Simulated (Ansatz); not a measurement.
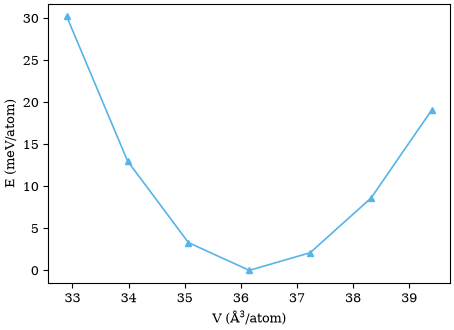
CsSnBr$_{3}$ (cubic perovskite, space group No. 221) under volume change, LDA in the plane-wave PAW code Ansatz, scaled uniformly.

Problem. What does a third-order Birch–Murnaghan fit give for V₀, B₀ and B′?

Solution. V₀ = 36.25 Å³/atom, B₀ = 26.0 GPa, B′ = 4.6.

Space group Pm-3m (cubic perovskite). Symmetry was held in the LDA relaxation; of distortions, only those at the zone centre were tested. Spin–orbit coupling is left out wherever it is not named.

Potentials: the later of the program's two PAW sets.
